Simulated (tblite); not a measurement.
**C$_{4}$H$_{9}$O$_{2}$: geometry relaxation**

System: C$_{4}$H$_{9}$O$_{2}$, multiplicity 2, SMILES [CH2]OCCOC.
Method: GFN2-xTB geometry optimisation, gas phase (tblite 0.8.0).

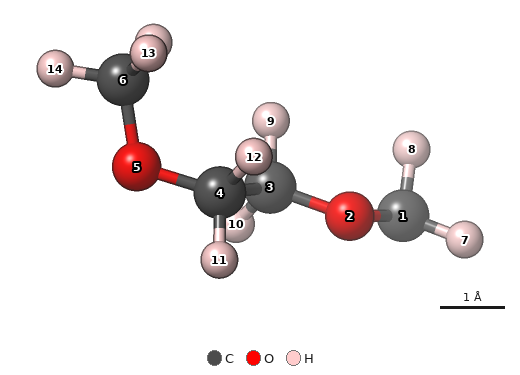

Figure 1. The structure as given in the input (ball-and-stick view, seen at a tilt; atoms are numbered from 1 in the order of the input).

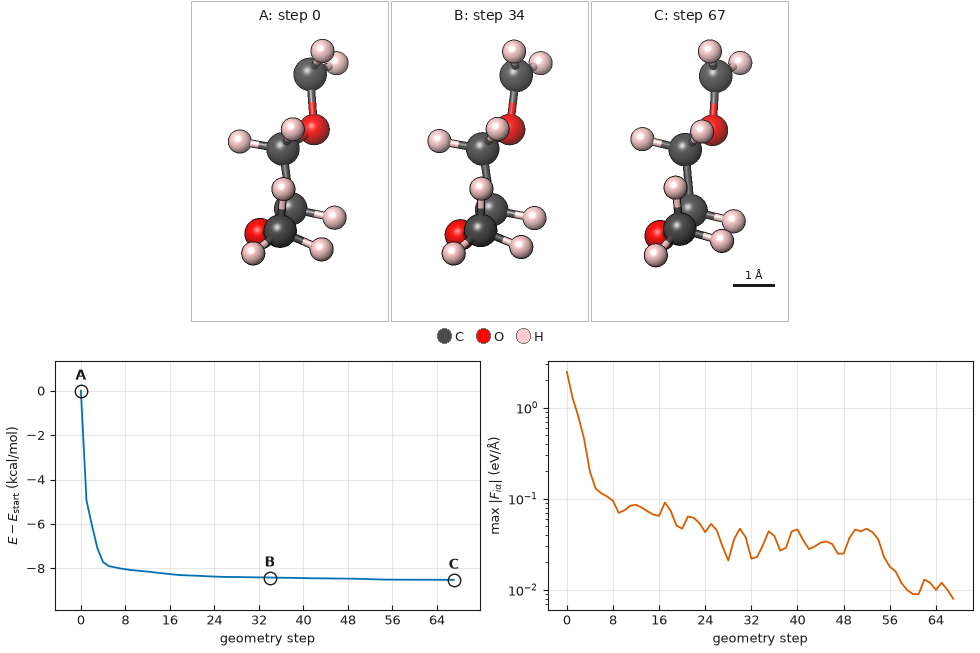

Figure 2. Frames of the relaxation (ball-and-stick view, seen at an oblique angle) above the curves, on which the letters mark them (steps are counted from 0).

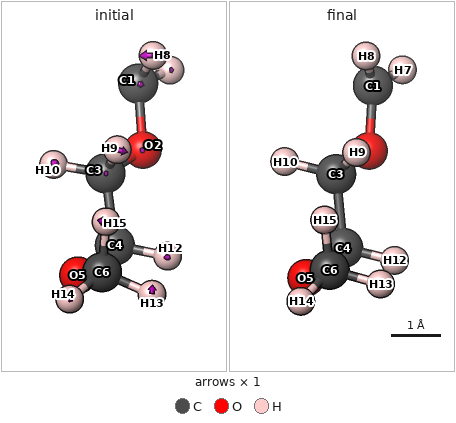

Figure 3. Before (left) and after (right) the relaxation, at one scale (ball-and-stick view, seen at an oblique angle). The pink arrows give the displacements, at true length. Over 67 geometry steps the energy falls by 8.52 kcal/mol. The largest force component goes from 2.5 to 0.008 eV/Å. The largest move after the best rigid fit is that of H8, 0.31 Å. By element the largest moves are H 0.31 Å, C 0.15 Å, O 0.09 Å. Among the contacts that change: O2–C3 1.354 → 1.406 Å, C1–H8 1.126 → 1.076 Å, C1–O2 1.399 → 1.362 Å, C6–H15 1.124 → 1.095 Å. Among the angles that change: H7–C1–H8 107.8° → 121.4°, O2–C1–H8 110.9° → 119.4°, O2–C1–H7 109.6° → 113.6°. (Atoms are counted from 1 in the order of the input.)

The input and output of the run follow.

### The input
```
{"job": {"kind": "relax", "xc": "GFN2-xTB", "basis": "xTB"}, "charge": 0, "multiplicity": 2}
C      2.722100     0.536000    -0.001100
O      1.636300    -0.263100     0.373000
C      0.484900    -0.041400    -0.304900
C     -0.589200    -0.982700     0.188800
O     -1.810100    -0.874600    -0.447900
C     -2.646500     0.143100     0.008000
H      3.583300     0.281100     0.599200
H      2.495300     1.625800     0.166700
H      0.144300     1.011100    -0.179300
H      0.592800    -0.197500    -1.392300
H     -0.233100    -2.029600     0.045300
H     -0.710800    -0.860100     1.301900
H     -2.864700     0.026800     1.113000
H     -3.576300     0.085700    -0.545000
H     -2.220900     1.174300    -0.131300
```

The first line tells a small driver script what to run in tblite; the rest is the geometry in Å.

Launched with:
```bash
OMP_NUM_THREADS=1 python <driver script> task.json out
```

### Output
```
step      E/eV     max force
  0    -576.05029    2.479
  1    -576.26415    1.405
  2    -576.31392    0.813
  3    -576.35896    0.555
  4    -576.38527    0.225
  5    -576.39277    0.173
  6    -576.39516    0.140
  7    -576.39735    0.110
  8    -576.39906    0.097
  9    -576.40057    0.081
 10    -576.40167    0.102
 11    -576.40262    0.103
 12    -576.40370    0.093
 13    -576.40496    0.084
 14    -576.40617    0.084
 15    -576.40733    0.088
 16    -576.40853    0.079
 17    -576.40968    0.096
 18    -576.41054    0.074
 19    -576.41105    0.053
 20    -576.41144    0.052
 21    -576.41190    0.066
 22    -576.41243    0.065
 23    -576.41294    0.058
 24    -576.41341    0.052
 25    -576.41381    0.062
 26    -576.41408    0.046
 27    -576.41423    0.036
 28    -576.41433    0.031
 29    -576.41447    0.037
 30    -576.41465    0.050
 31    -576.41485    0.043
 32    -576.41499    0.030
 33    -576.41510    0.031
 34    -576.41525    0.036
 35    -576.41544    0.050
 36    -576.41564    0.050
 37    -576.41580    0.036
 38    -576.41594    0.032
 39    -576.41611    0.044
 40    -576.41635    0.049
 41    -576.41657    0.039
 42    -576.41672    0.029
 43    -576.41683    0.032
 44    -576.41696    0.037
 45    -576.41710    0.038
 46    -576.41725    0.035
 47    -576.41737    0.026
 48    -576.41749    0.031
 49    -576.41765    0.039
 50    -576.41785    0.050
 51    -576.41812    0.052
 52    -576.41845    0.052
 53    -576.41882    0.056
 54    -576.41914    0.043
 55    -576.41933    0.029
 56    -576.41942    0.020
 57    -576.41949    0.021
 58    -576.41953    0.019
 59    -576.41956    0.014
 60    -576.41958    0.012
 61    -576.41960    0.013
 62    -576.41963    0.018
 63    -576.41965    0.016
 64    -576.41969    0.012
 65    -576.41972    0.013
 66    -576.41975    0.011
 67    -576.41977    0.009
```

### Trajectory as extended XYZ (Å, eV, eV/Å), 7 of the 68 frames kept, from step=0 to step=67
```
15
Properties=species:S:1:pos:R:3:forces:R:3 step=0 energy=-576.05029
C     2.7221    0.5360   -0.0011   -1.2280   0.8510   1.8700
O     1.6363   -0.2631    0.3730    2.4760  -0.0930  -0.0710
C     0.4849   -0.0414   -0.3049   -1.3370   1.1250  -1.0040
C    -0.5892   -0.9827    0.1888    0.2390  -1.0990   1.4500
O    -1.8101   -0.8746   -0.4479   -0.4280  -0.1070  -0.5810
C    -2.6465    0.1431    0.0080    0.0570   0.9170   1.0490
H     3.5833    0.2811    0.5992    0.1480  -0.4350  -0.2810
H     2.4953    1.6258    0.1667    0.0860  -0.7880  -0.8920
H     0.1443    1.0111   -0.1793    0.0740  -0.1120  -0.0040
H     0.5928   -0.1975   -1.3923    0.1470  -0.0100   0.0140
H    -0.2331   -2.0296    0.0453   -0.2180   0.4880  -0.0770
H    -0.7108   -0.8601    1.3019    0.0720   0.0440  -0.5680
H    -2.8647    0.0268    1.1130    0.1560   0.0530  -0.8490
H    -3.5763    0.0857   -0.5450   -0.0630  -0.1160  -0.0810
H    -2.2209    1.1743   -0.1313   -0.1820  -0.7180   0.0260
15
Properties=species:S:1:pos:R:3:forces:R:3 step=11 energy=-576.40262
C     2.6897    0.5872    0.1857   -0.0070  -0.0360  -0.0490
O     1.6844   -0.3177    0.3305   -0.0070  -0.0600  -0.0840
C     0.4726   -0.0291   -0.3263   -0.0280   0.0240   0.0180
C    -0.5924   -0.9975    0.2102    0.0000   0.0000  -0.0050
O    -1.8297   -0.8839   -0.4453    0.0110  -0.0270  -0.0190
C    -2.6531    0.1557    0.0250    0.0200  -0.0150  -0.0220
H     3.6260    0.2581    0.5846    0.0070   0.0200   0.0630
H     2.4646    1.6294    0.0521   -0.0430   0.0160  -0.0310
H     0.1814    1.0151   -0.1494   -0.0030   0.0270   0.0270
H     0.5720   -0.1750   -1.4136    0.0470   0.0130   0.0620
H    -0.2468   -2.0186    0.0337    0.0070  -0.0220  -0.0100
H    -0.7070   -0.8498    1.2920    0.0090   0.0070   0.0310
H    -2.8652    0.0349    1.0931   -0.0060   0.0110   0.0340
H    -3.5805    0.0846   -0.5383   -0.0230  -0.0010  -0.0070
H    -2.2087    1.1414   -0.1399    0.0150   0.0430  -0.0090
15
Properties=species:S:1:pos:R:3:forces:R:3 step=22 energy=-576.41243
C     2.6925    0.5689    0.1525   -0.0170   0.0060   0.0240
O     1.7020   -0.3560    0.2862    0.0050   0.0090  -0.0290
C     0.4750   -0.0303   -0.3193   -0.0150   0.0200   0.0140
C    -0.5897   -1.0011    0.2140    0.0290  -0.0080  -0.0040
O    -1.8277   -0.8862   -0.4397    0.0160  -0.0620  -0.0130
C    -2.6473    0.1598    0.0218    0.0230  -0.0050  -0.0150
H     3.5979    0.2994    0.6589   -0.0190   0.0170  -0.0010
H     2.4211    1.6005   -0.0005    0.0480  -0.0210  -0.0090
H     0.2075    1.0112   -0.0913   -0.0180   0.0060  -0.0020
H     0.5524   -0.1335   -1.4128   -0.0340  -0.0080   0.0430
H    -0.2399   -2.0204    0.0295   -0.0220  -0.0010   0.0060
H    -0.7018   -0.8571    1.2986    0.0090  -0.0150  -0.0290
H    -2.8567    0.0542    1.0923    0.0060   0.0080   0.0250
H    -3.5772    0.0841   -0.5367   -0.0230  -0.0060  -0.0090
H    -2.2007    1.1414   -0.1593    0.0130   0.0580  -0.0020
15
Properties=species:S:1:pos:R:3:forces:R:3 step=34 energy=-576.41525
C     2.6952    0.5680    0.1515   -0.0130   0.0050   0.0040
O     1.7022   -0.3574    0.2656   -0.0060   0.0000   0.0120
C     0.4641   -0.0250   -0.3120    0.0080   0.0010   0.0100
C    -0.5888   -1.0112    0.2169   -0.0050  -0.0050  -0.0130
O    -1.8284   -0.8997   -0.4347   -0.0100   0.0220   0.0190
C    -2.6364    0.1616    0.0158    0.0040   0.0090   0.0040
H     3.5818    0.3122    0.6971   -0.0180  -0.0140  -0.0130
H     2.4394    1.5965   -0.0364   -0.0090  -0.0060  -0.0090
H     0.1947    1.0105   -0.0610   -0.0040   0.0090   0.0050
H     0.5146   -0.1119   -1.4075    0.0120   0.0090   0.0060
H    -0.2377   -2.0267    0.0204    0.0210  -0.0140   0.0010
H    -0.7005   -0.8805    1.3028    0.0030  -0.0040  -0.0130
H    -2.8345    0.0738    1.0920    0.0010   0.0160  -0.0310
H    -3.5739    0.0848   -0.5330    0.0280  -0.0060   0.0220
H    -2.1844    1.1399   -0.1831   -0.0120  -0.0220  -0.0040
15
Properties=species:S:1:pos:R:3:forces:R:3 step=45 energy=-576.41710
C     2.6854    0.5624    0.1504    0.0130   0.0030  -0.0020
O     1.6838   -0.3492    0.2864    0.0050   0.0000   0.0060
C     0.4505   -0.0143   -0.2977    0.0050  -0.0080   0.0120
C    -0.5880   -1.0232    0.2135   -0.0180   0.0010  -0.0060
O    -1.8348   -0.9176   -0.4228   -0.0090   0.0230  -0.0010
C    -2.6250    0.1646    0.0106    0.0070   0.0000  -0.0020
H     3.5667    0.3081    0.7036    0.0150   0.0060  -0.0040
H     2.4418    1.5862   -0.0726   -0.0010   0.0080  -0.0030
H     0.1699    1.0141   -0.0284    0.0030  -0.0020   0.0060
H     0.5127   -0.0778   -1.3943   -0.0030  -0.0040   0.0090
H    -0.2217   -2.0297   -0.0025   -0.0110  -0.0030  -0.0050
H    -0.6913   -0.9123    1.3025   -0.0030  -0.0070   0.0020
H    -2.8043    0.1130    1.0923   -0.0010   0.0020  -0.0340
H    -3.5718    0.0792   -0.5206    0.0230   0.0020   0.0300
H    -2.1665    1.1314   -0.2261   -0.0250  -0.0210  -0.0080
15
Properties=species:S:1:pos:R:3:forces:R:3 step=56 energy=-576.41942
C     2.6839    0.5611    0.1428    0.0010   0.0010   0.0010
O     1.6777   -0.3371    0.3314    0.0010   0.0010  -0.0040
C     0.4434   -0.0105   -0.2565   -0.0070  -0.0040   0.0010
C    -0.5918   -1.0434    0.2112   -0.0070   0.0030  -0.0020
O    -1.8360   -0.9186   -0.4274   -0.0040  -0.0080  -0.0080
C    -2.6151    0.1758   -0.0058    0.0080  -0.0090   0.0080
H     3.5748    0.3239    0.6880    0.0040   0.0010  -0.0010
H     2.4444    1.5755   -0.1245    0.0030  -0.0100   0.0010
H     0.1447    1.0063    0.0392    0.0000  -0.0110  -0.0070
H     0.5178   -0.0441   -1.3537    0.0000   0.0130   0.0100
H    -0.2269   -2.0417   -0.0439    0.0020   0.0170   0.0080
H    -0.6995   -0.9763    1.3038   -0.0120   0.0050  -0.0080
H    -2.7461    0.1718    1.0828    0.0090   0.0020   0.0050
H    -3.5856    0.0585   -0.4850    0.0180   0.0060  -0.0010
H    -2.1782    1.1338   -0.3082   -0.0180  -0.0080  -0.0030
15
Properties=species:S:1:pos:R:3:forces:R:3 step=67 energy=-576.41977
C     2.6837    0.5575    0.1418    0.0020   0.0000  -0.0010
O     1.6745   -0.3355    0.3394   -0.0010   0.0000  -0.0010
C     0.4396   -0.0066   -0.2468    0.0000   0.0020   0.0010
C    -0.5939   -1.0460    0.2095    0.0020   0.0040   0.0010
O    -1.8355   -0.9211   -0.4333    0.0040  -0.0030  -0.0050
C    -2.6106    0.1752   -0.0102   -0.0030  -0.0050   0.0000
H     3.5761    0.3242    0.6865   -0.0070  -0.0050  -0.0010
H     2.4472    1.5684   -0.1393    0.0040   0.0020   0.0000
H     0.1367    1.0058    0.0583    0.0080   0.0000   0.0010
H     0.5157   -0.0275   -1.3440   -0.0010   0.0020   0.0060
H    -0.2222   -2.0408   -0.0473   -0.0050   0.0040   0.0000
H    -0.7105   -0.9838    1.3014    0.0070   0.0010   0.0010
H    -2.7224    0.1820    1.0803    0.0000   0.0020   0.0070
H    -3.5881    0.0518   -0.4721   -0.0040  -0.0010  -0.0050
H    -2.1827    1.1313   -0.3300   -0.0040  -0.0010  -0.0030
```

### Key numbers

```tsv
quantity	value
outcome	converged
total energy	−576.4198 eV
hardware	1 CPU thread, shared host
peak memory	0.3 GiB
```
